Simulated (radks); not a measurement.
# Filling a hard-walled sphere of radius 12.7 bohr*, with a point charge of +2 at the centre: electrons 26 to 28

Aim: add electrons one at a time to a hard-walled sphere of radius 12.7 bohr*, with a point charge of +2 at the centre, try the lowest free levels for each, keep the configuration of least energy, and see where shells close.

The numbers are computed with radks (version 2): non-relativistic spin-polarised Kohn-Sham, LDA (Slater exchange, Perdew-Wang correlation), spherically averaged shells.

### Step 1. The system

* well: a hard-walled sphere of radius 12.7 bohr*, with a point charge of +2 at the centre
* functional: LDA (Slater exchange, Perdew-Wang correlation)
* levels: named by radial order: 1s, 1p, 1d, 2s, 1f and so on
* units: effective atomic units, hartree* and bohr*
* configuration carried in: 1s2 1p6 1d10 2s2 1f(up 5, down 0) (N = 25, energy 22.318051)

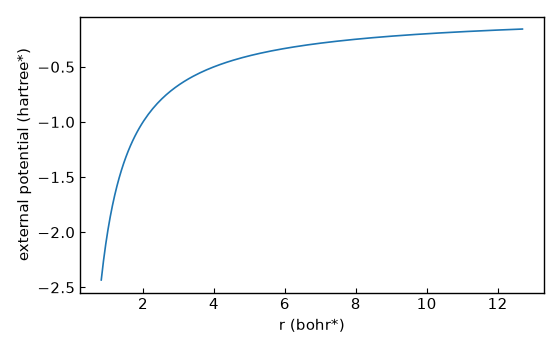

The external potential that the electrons feel; the hard wall stands at the right edge.

Each count now gets its runs.

### Step 2. 26 electrons

Trying: add 1f up. Settings of this run:

```ini
kind = hard wall
xc = PW
radius = 12.7  # bohr
z = 2  # e
electrons = 26
background = 0  # e
configuration = 1s2 1p6 1d10 2s2 1f(up 6, down 0)
```

Run with:

```console
$ python run_model.py task.json out
```

task.json names the series; the program runs every candidate in turn, and a move starts from the lowest state found so far. In the records, mag is the spin moment and err the last SCF error; their hartree and bohr are effective units.

Results of the run (chosen fields of its result record, rounded):

```text
{
  "status": "converged",
  "energy_total [hartree]": 24.5206303,
  "energy_kinetic [hartree]": 6.733062,
  "energy_external [hartree]": -11.49158,
  "energy_hartree [hartree]": 33.90702,
  "energy_xc [hartree]": -4.627869,
  "energy_background [hartree]": 0.0,
  "orbitals [level, occupation, hartree, mean radius in bohr]": [
    ["1s up", 1, 1.86339, 0.960325],
    ["1p up", 3, 2.19418, 9.98689],
    ["1d up", 5, 2.21529, 10.0511],
    ["2s up", 1, 2.18347, 9.94864],
    ["1f up", 6, 2.2463, 10.1256],
    ["1s down", 1, 1.86339, 0.960327],
    ["1p down", 3, 2.20938, 9.96142],
    ["1d down", 5, 2.23064, 10.0318],
    ["2s down", 1, 2.19857, 9.91885]
  ],
  "r2_mean [bohr^2]": 94.4956,
  "mag [bohr magneton]": 6,
  "err": 1.8e-09
}
```

Trying: add 1f down. Changed: configuration = 1s2 1p6 1d10 2s2 1f(up 5, down 1).

Result:

```text
{
  "status": "converged",
  "energy_total [hartree]": 24.5335204,
  "energy_kinetic [hartree]": 6.732485,
  "energy_external [hartree]": -11.49171,
  "energy_hartree [hartree]": 33.90744,
  "energy_xc [hartree]": -4.614694,
  "energy_background [hartree]": 0.0,
  "orbitals [level, occupation, hartree, mean radius in bohr]": [
    ["1s up", 1, 1.86346, 0.960322],
    ["1p up", 3, 2.19647, 9.98349],
    ["1d up", 5, 2.21759, 10.0485],
    ["2s up", 1, 2.18574, 9.94466],
    ["1f up", 5, 2.24863, 10.1238],
    ["1s down", 1, 1.86345, 0.960323],
    ["1p down", 3, 2.20654, 9.96671],
    ["1d down", 5, 2.22777, 10.0358],
    ["2s down", 1, 2.19575, 9.92504],
    ["1f down", 1, 2.25891, 10.1146]
  ],
  "r2_mean [bohr^2]": 94.492,
  "mag [bohr magneton]": 4,
  "err": 5.6e-11
}
```

Trying: add 1g up. Changed: configuration = 1s2 1p6 1d10 2s2 1f(up 5, down 0) 1g(up 1, down 0).

Result:

```text
{
  "status": "converged",
  "energy_total [hartree]": 24.5611278,
  "energy_kinetic [hartree]": 6.779329,
  "energy_external [hartree]": -11.49017,
  "energy_hartree [hartree]": 33.90037,
  "energy_xc [hartree]": -4.628405,
  "energy_background [hartree]": 0.0,
  "orbitals [level, occupation, hartree, mean radius in bohr]": [
    ["1s up", 1, 1.86269, 0.960322],
    ["1p up", 3, 2.19395, 9.98651],
    ["1d up", 5, 2.21506, 10.0508],
    ["2s up", 1, 2.18323, 9.9482],
    ["1f up", 5, 2.24607, 10.1254],
    ["1g up", 1, 2.28657, 10.2036],
    ["1s down", 1, 1.86268, 0.960328],
    ["1p down", 3, 2.20916, 9.95985],
    ["1d down", 5, 2.23043, 10.0305],
    ["2s down", 1, 2.19834, 9.91711]
  ],
  "r2_mean [bohr^2]": 94.53999,
  "mag [bohr magneton]": 6,
  "err": 1.7e-09
}
```

Trying: move 1f up to 1f down: the same state as a run above.

Trying: move 1f up to 1g up: the same state as a run above.

Trying: move 1d down to 1f up. Changed: configuration = 1s2 1p6 1d(up 5, down 4) 2s2 1f(up 7, down 0).

Result:

```text
{
  "status": "converged",
  "energy_total [hartree]": 24.5336658,
  "energy_kinetic [hartree]": 6.770371,
  "energy_external [hartree]": -11.48985,
  "energy_hartree [hartree]": 33.90019,
  "energy_xc [hartree]": -4.647043,
  "energy_background [hartree]": 0.0,
  "orbitals [level, occupation, hartree, mean radius in bohr]": [
    ["1s up", 1, 1.86253, 0.960323],
    ["1p up", 3, 2.19177, 9.98856],
    ["1d up", 5, 2.21286, 10.0522],
    ["2s up", 1, 2.18106, 9.95071],
    ["1f up", 7, 2.24387, 10.1262],
    ["1s down", 1, 1.86252, 0.960318],
    ["1p down", 3, 2.21217, 9.95557],
    ["1d down", 4, 2.23347, 10.0274],
    ["2s down", 1, 2.20134, 9.91197]
  ],
  "r2_mean [bohr^2]": 94.54414,
  "mag [bohr magneton]": 8,
  "err": 1.9e-09
}
```

Trying: move 1d down to 1f down. Changed: configuration = 1s2 1p6 1d(up 5, down 4) 2s2 1f(up 6, down 1).

Result:

```text
{
  "status": "converged",
  "energy_total [hartree]": 24.5518022,
  "energy_kinetic [hartree]": 6.76953,
  "energy_external [hartree]": -11.49005,
  "energy_hartree [hartree]": 33.90082,
  "energy_xc [hartree]": -4.628494,
  "energy_background [hartree]": 0.0,
  "orbitals [level, occupation, hartree, mean radius in bohr]": [
    ["1s up", 1, 1.86262, 0.96032],
    ["1p up", 3, 2.19398, 9.98543],
    ["1d up", 5, 2.21509, 10.0498],
    ["2s up", 1, 2.18326, 9.94705],
    ["1f up", 6, 2.24612, 10.1245],
    ["1s down", 1, 1.86262, 0.960314],
    ["1p down", 3, 2.20916, 9.96136],
    ["1d down", 4, 2.23043, 10.0318],
    ["2s down", 1, 2.19836, 9.91876],
    ["1f down", 1, 2.2616, 10.1117]
  ],
  "r2_mean [bohr^2]": 94.53872,
  "mag [bohr magneton]": 6,
  "err": 1.7e-09
}
```

| candidate | configuration | above the lowest (hartree*) |
| --- | --- | --- |
| add 1f up | 1s2 1p6 1d10 2s2 1f(up 6, down 0) | lowest |
| add 1f down | 1s2 1p6 1d10 2s2 1f(up 5, down 1) | 0.0129 |
| add 1g up | 1s2 1p6 1d10 2s2 1f(up 5, down 0) 1g(up 1, down 0) | 0.0405 |
| move 1f up to 1f down | 1s2 1p6 1d10 2s2 1f(up 5, down 1) | 0.0129 |
| move 1f up to 1g up | 1s2 1p6 1d10 2s2 1f(up 5, down 0) 1g(up 1, down 0) | 0.0405 |
| move 1d down to 1f up | 1s2 1p6 1d(up 5, down 4) 2s2 1f(up 7, down 0) | 0.0130 |
| move 1d down to 1f down | 1s2 1p6 1d(up 5, down 4) 2s2 1f(up 6, down 1) | 0.0312 |

Kept: 1s2 1p6 1d10 2s2 1f(up 6, down 0).

### Step 3. 27 electrons

Trying: add 1f up. Settings of this run:

```ini
kind = hard wall
xc = PW
radius = 12.7  # bohr
z = 2  # e
electrons = 27
background = 0  # e
configuration = 1s2 1p6 1d10 2s2 1f(up 7, down 0)
```

Results of the run (chosen fields of its result record, rounded):

```text
{
  "status": "converged",
  "energy_total [hartree]": 26.8106427,
  "energy_kinetic [hartree]": 7.002554,
  "energy_external [hartree]": -11.67646,
  "energy_hartree [hartree]": 36.32323,
  "energy_xc [hartree]": -4.838681,
  "energy_background [hartree]": 0.0,
  "orbitals [level, occupation, hartree, mean radius in bohr]": [
    ["1s up", 1, 1.95582, 0.960276],
    ["1p up", 3, 2.28195, 10.0177],
    ["1d up", 5, 2.3029, 10.0787],
    ["2s up", 1, 2.27133, 9.98154],
    ["1f up", 7, 2.33372, 10.1502],
    ["1s down", 1, 1.95581, 0.960277],
    ["1p down", 3, 2.29937, 9.98949],
    ["1d down", 5, 2.32049, 10.0572],
    ["2s down", 1, 2.28864, 9.9487]
  ],
  "r2_mean [bohr^2]": 95.32371,
  "mag [bohr magneton]": 7,
  "err": 1e-10
}
```

Trying: add 1f down. Changed: configuration = 1s2 1p6 1d10 2s2 1f(up 6, down 1).

Result:

```text
{
  "status": "converged",
  "energy_total [hartree]": 26.8258217,
  "energy_kinetic [hartree]": 7.001842,
  "energy_external [hartree]": -11.67661,
  "energy_hartree [hartree]": 36.32375,
  "energy_xc [hartree]": -4.82316,
  "energy_background [hartree]": 0.0,
  "orbitals [level, occupation, hartree, mean radius in bohr]": [
    ["1s up", 1, 1.9559, 0.960273],
    ["1p up", 3, 2.28416, 10.0146],
    ["1d up", 5, 2.30513, 10.0763],
    ["2s up", 1, 2.27353, 9.97793],
    ["1f up", 6, 2.33597, 10.1484],
    ["1s down", 1, 1.95589, 0.960273],
    ["1p down", 3, 2.29653, 9.99469],
    ["1d down", 5, 2.31762, 10.0611],
    ["2s down", 1, 2.28582, 9.95476],
    ["1f down", 1, 2.34858, 10.1374]
  ],
  "r2_mean [bohr^2]": 95.31944,
  "mag [bohr magneton]": 5,
  "err": 8.9e-11
}
```

Trying: add 1g up. Changed: configuration = 1s2 1p6 1d10 2s2 1f(up 6, down 0) 1g(up 1, down 0).

Result:

```text
{
  "status": "converged",
  "energy_total [hartree]": 26.8509202,
  "energy_kinetic [hartree]": 7.048576,
  "energy_external [hartree]": -11.67511,
  "energy_hartree [hartree]": 36.31669,
  "energy_xc [hartree]": -4.839243,
  "energy_background [hartree]": 0.0,
  "orbitals [level, occupation, hartree, mean radius in bohr]": [
    ["1s up", 1, 1.95514, 0.960273],
    ["1p up", 3, 2.28173, 10.0173],
    ["1d up", 5, 2.30268, 10.0784],
    ["2s up", 1, 2.2711, 9.98112],
    ["1f up", 6, 2.3335, 10.1499],
    ["1g up", 1, 2.37378, 10.2254],
    ["1s down", 1, 1.95514, 0.960278],
    ["1p down", 3, 2.29916, 9.98802],
    ["1d down", 5, 2.32029, 10.0559],
    ["2s down", 1, 2.28842, 9.94708]
  ],
  "r2_mean [bohr^2]": 95.36494,
  "mag [bohr magneton]": 7,
  "err": 9.1e-11
}
```

Trying: move 1f up to 1f down: the same state as a run above.

Trying: move 1f up to 1g up: the same state as a run above.

Trying: move 1d down to 1f down. Changed: configuration = 1s2 1p6 1d(up 5, down 4) 2s2 1f(up 7, down 1).

Result:

```text
{
  "status": "converged",
  "energy_total [hartree]": 26.8416355,
  "energy_kinetic [hartree]": 7.038789,
  "energy_external [hartree]": -11.67499,
  "energy_hartree [hartree]": 36.31715,
  "energy_xc [hartree]": -4.839309,
  "energy_background [hartree]": 0.0,
  "orbitals [level, occupation, hartree, mean radius in bohr]": [
    ["1s up", 1, 1.95508, 0.960271],
    ["1p up", 3, 2.28176, 10.0163],
    ["1d up", 5, 2.30272, 10.0775],
    ["2s up", 1, 2.27113, 9.98007],
    ["1f up", 7, 2.33354, 10.1491],
    ["1s down", 1, 1.95508, 0.960264],
    ["1p down", 3, 2.29917, 9.98945],
    ["1d down", 4, 2.32028, 10.0571],
    ["2s down", 1, 2.28844, 9.94864],
    ["1f down", 1, 2.35128, 10.1344]
  ],
  "r2_mean [bohr^2]": 95.36377,
  "mag [bohr magneton]": 7,
  "err": 8.8e-11
}
```

| candidate | configuration | above the lowest (hartree*) |
| --- | --- | --- |
| add 1f up | 1s2 1p6 1d10 2s2 1f(up 7, down 0) | lowest |
| add 1f down | 1s2 1p6 1d10 2s2 1f(up 6, down 1) | 0.0152 |
| add 1g up | 1s2 1p6 1d10 2s2 1f(up 6, down 0) 1g(up 1, down 0) | 0.0403 |
| move 1f up to 1f down | 1s2 1p6 1d10 2s2 1f(up 6, down 1) | 0.0152 |
| move 1f up to 1g up | 1s2 1p6 1d10 2s2 1f(up 6, down 0) 1g(up 1, down 0) | 0.0403 |
| move 1d down to 1f down | 1s2 1p6 1d(up 5, down 4) 2s2 1f(up 7, down 1) | 0.0310 |

Lowest: 1s2 1p6 1d10 2s2 1f(up 7, down 0).

### Step 4. Electron number 28

Trying: add 1f down. Settings of this run:

```ini
kind = hard wall
xc = PW
radius = 12.7  # bohr
z = 2  # e
electrons = 28
background = 0  # e
configuration = 1s2 1p6 1d10 2s2 1f(up 7, down 1)
```

Results of the run (chosen fields of its result record, rounded):

```text
{
  "status": "converged",
  "energy_total [hartree]": 29.2054523,
  "energy_kinetic [hartree]": 7.275392,
  "energy_external [hartree]": -11.86123,
  "energy_hartree [hartree]": 38.82679,
  "energy_xc [hartree]": -5.035497,
  "energy_background [hartree]": 0.0,
  "orbitals [level, occupation, hartree, mean radius in bohr]": [
    ["1s up", 1, 2.04819, 0.960228],
    ["1p up", 3, 2.37181, 10.0442],
    ["1d up", 5, 2.39264, 10.1029],
    ["2s up", 1, 2.36126, 10.0095],
    ["1f up", 7, 2.42329, 10.1721],
    ["1s down", 1, 2.04819, 0.960228],
    ["1p down", 3, 2.3864, 10.0215],
    ["1d down", 5, 2.40735, 10.0854],
    ["2s down", 1, 2.37576, 9.98315],
    ["1f down", 1, 2.43814, 10.1593]
  ],
  "r2_mean [bohr^2]": 96.10257,
  "mag [bohr magneton]": 6,
  "err": 7.1e-11
}
```

Trying: add 1g up. Changed: configuration = 1s2 1p6 1d10 2s2 1f(up 7, down 0) 1g(up 1, down 0).

Result:

```text
{
  "status": "converged",
  "energy_total [hartree]": 29.228126,
  "energy_kinetic [hartree]": 7.322029,
  "energy_external [hartree]": -11.85975,
  "energy_hartree [hartree]": 38.81972,
  "energy_xc [hartree]": -5.053876,
  "energy_background [hartree]": 0.0,
  "orbitals [level, occupation, hartree, mean radius in bohr]": [
    ["1s up", 1, 2.04745, 0.960228],
    ["1p up", 3, 2.36946, 10.0467],
    ["1d up", 5, 2.39027, 10.1048],
    ["2s up", 1, 2.35892, 10.0124],
    ["1f up", 7, 2.4209, 10.1735],
    ["1g up", 1, 2.46097, 10.2463],
    ["1s down", 1, 2.04745, 0.960232],
    ["1p down", 3, 2.38904, 10.015],
    ["1d down", 5, 2.41003, 10.0803],
    ["2s down", 1, 2.37838, 9.97571]
  ],
  "r2_mean [bohr^2]": 96.14584,
  "mag [bohr magneton]": 8,
  "err": 6.3e-10
}
```

Trying: add 1g down. Changed: configuration = 1s2 1p6 1d10 2s2 1f(up 7, down 0) 1g(up 0, down 1).

Result:

```text
{
  "status": "converged",
  "energy_total [hartree]": 29.2456659,
  "energy_kinetic [hartree]": 7.321269,
  "energy_external [hartree]": -11.85987,
  "energy_hartree [hartree]": 38.82024,
  "energy_xc [hartree]": -5.035977,
  "energy_background [hartree]": 0.0,
  "orbitals [level, occupation, hartree, mean radius in bohr]": [
    ["1s up", 1, 2.04751, 0.960227],
    ["1p up", 3, 2.37161, 10.0428],
    ["1d up", 5, 2.39244, 10.1018],
    ["2s up", 1, 2.36105, 10.008],
    ["1f up", 7, 2.4231, 10.1711],
    ["1s down", 1, 2.04751, 0.960224],
    ["1p down", 3, 2.38618, 10.0214],
    ["1d down", 5, 2.40714, 10.0854],
    ["2s down", 1, 2.37554, 9.98302],
    ["1g down", 1, 2.47814, 10.2364]
  ],
  "r2_mean [bohr^2]": 96.14197,
  "mag [bohr magneton]": 6,
  "err": 7e-11
}
```

Trying: move 1f down to 1g up: the same state as a run above.

Trying: move 1f down to 1g down: the same state as a run above.

Trying: move 1f up to 1f down. Changed: configuration = 1s2 1p6 1d10 2s2 1f(up 6, down 2).

Result:

```text
{
  "status": "converged",
  "energy_total [hartree]": 29.2178021,
  "energy_kinetic [hartree]": 7.274785,
  "energy_external [hartree]": -11.86136,
  "energy_hartree [hartree]": 38.82724,
  "energy_xc [hartree]": -5.022862,
  "energy_background [hartree]": 0.0,
  "orbitals [level, occupation, hartree, mean radius in bohr]": [
    ["1s up", 1, 2.04826, 0.960226],
    ["1p up", 3, 2.37403, 10.0411],
    ["1d up", 5, 2.39487, 10.1006],
    ["2s up", 1, 2.36346, 10.0059],
    ["1f up", 6, 2.42554, 10.1704],
    ["1s down", 1, 2.04825, 0.960226],
    ["1p down", 3, 2.3837, 10.0261],
    ["1d down", 5, 2.40463, 10.089],
    ["2s down", 1, 2.37308, 9.98854],
    ["1f down", 2, 2.43539, 10.1619]
  ],
  "r2_mean [bohr^2]": 96.09908,
  "mag [bohr magneton]": 4,
  "err": 6.8e-11
}
```

Trying: move 1f up to 1g up. Changed: configuration = 1s2 1p6 1d10 2s2 1f(up 6, down 1) 1g(up 1, down 0).

Result:

```text
{
  "status": "converged",
  "energy_total [hartree]": 29.2455365,
  "energy_kinetic [hartree]": 7.321189,
  "energy_external [hartree]": -11.85993,
  "energy_hartree [hartree]": 38.82034,
  "energy_xc [hartree]": -5.03607,
  "energy_background [hartree]": 0.0,
  "orbitals [level, occupation, hartree, mean radius in bohr]": [
    ["1s up", 1, 2.04754, 0.960225],
    ["1p up", 3, 2.37161, 10.0438],
    ["1d up", 5, 2.39243, 10.1027],
    ["2s up", 1, 2.36105, 10.0091],
    ["1f up", 6, 2.42308, 10.1719],
    ["1g up", 1, 2.46317, 10.2452],
    ["1s down", 1, 2.04754, 0.960228],
    ["1p down", 3, 2.38619, 10.0201],
    ["1d down", 5, 2.40716, 10.0843],
    ["2s down", 1, 2.37555, 9.98165],
    ["1f down", 1, 2.43796, 10.1582]
  ],
  "r2_mean [bohr^2]": 96.14107,
  "mag [bohr magneton]": 6,
  "err": 7.2e-11
}
```

| candidate | configuration | above the lowest (hartree*) |
| --- | --- | --- |
| add 1f down | 1s2 1p6 1d10 2s2 1f(up 7, down 1) | lowest |
| add 1g up | 1s2 1p6 1d10 2s2 1f(up 7, down 0) 1g(up 1, down 0) | 0.0227 |
| add 1g down | 1s2 1p6 1d10 2s2 1f(up 7, down 0) 1g(up 0, down 1) | 0.0402 |
| move 1f down to 1g up | 1s2 1p6 1d10 2s2 1f(up 7, down 0) 1g(up 1, down 0) | 0.0227 |
| move 1f down to 1g down | 1s2 1p6 1d10 2s2 1f(up 7, down 0) 1g(up 0, down 1) | 0.0402 |
| move 1f up to 1f down | 1s2 1p6 1d10 2s2 1f(up 6, down 2) | 0.0123 |
| move 1f up to 1g up | 1s2 1p6 1d10 2s2 1f(up 6, down 1) 1g(up 1, down 0) | 0.0401 |

The series goes on from 1s2 1p6 1d10 2s2 1f(up 7, down 1).

From the same record, its empty bound levels (hartree) and its density (bohr, e/bohr³):

```text
empty: [["2p up", 2.616], ["1g up", 2.4634], ["2d up", 2.668], ["2p down", 2.621], ["1g down", 2.4784], ["2d down", 2.6744]]
r: [0.3921, 1.023, 1.653, 2.284, 2.914, 3.545, 4.175, 4.806, 5.436, 6.067, 6.697, 7.328, 7.958, 8.589, 9.219, 9.85, 10.48, 11.11, 11.74, 12.37]
n: [0.7781, 0.09055, 0.01331, 0.002216, 0.0004092, 9.876e-05, 6.16e-05, 9.705e-05, 0.0001887, 0.0003685, 0.0006968, 0.001262, 0.002158, 0.003435, 0.004957, 0.006265, 0.006548, 0.005137, 0.002466, 0.0003246]
```

### Step 5. The series side by side

| N | configuration | unpaired | chemical potential (hartree*) | addition energy (hartree*) | rms radius (bohr*) |
| --- | --- | --- | --- | --- | --- |
| 26 | 1s2 1p6 1d10 2s2 1f(up 6, down 0) | 6 | 2.203 | 0.0874 | 9.72 |
| 27 | 1s2 1p6 1d10 2s2 1f(up 7, down 0) | 7 | 2.290 | 0.105 | 9.76 |
| 28 | 1s2 1p6 1d10 2s2 1f(up 7, down 1) | 6 | 2.395 | - | 9.80 |

Chemical potential E(N) - E(N-1); addition energy E(N+1) + E(N-1) - 2E(N).

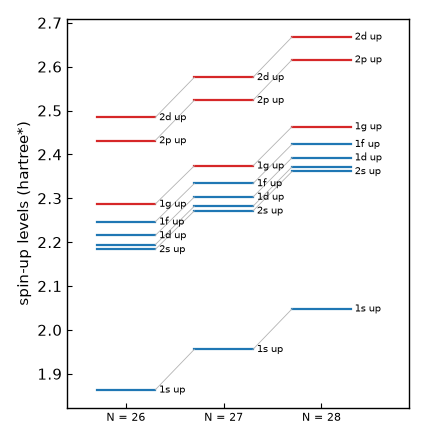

Spin-up levels of the kept configurations; wholly or partly filled blue, empty red.

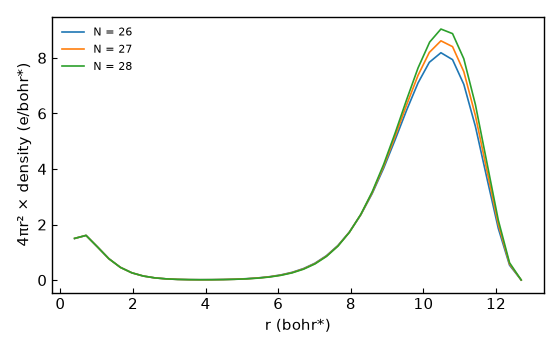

Radial distributions of the electrons.

### Step 6. Outcome

| quantity | value |
| --- | --- |
| closed shells at N | none in this range |
| largest addition energy | 0.105 hartree* at N = 27 (of N = 26 to 27) |
| most unpaired electrons | 7 at N = 27 |
| configuration at N = 28 | 1s2 1p6 1d10 2s2 1f(up 7, down 1) |

**Reading.** No closed-shell configuration falls in this range; the second difference peaks at N = 27, where a shell is half full. Among the lowest states kept at each count, up to 7 electrons are unpaired (N = 27), since exchange favours parallel spins. Only a few candidates are tried at each count, so a lower state may have been missed.
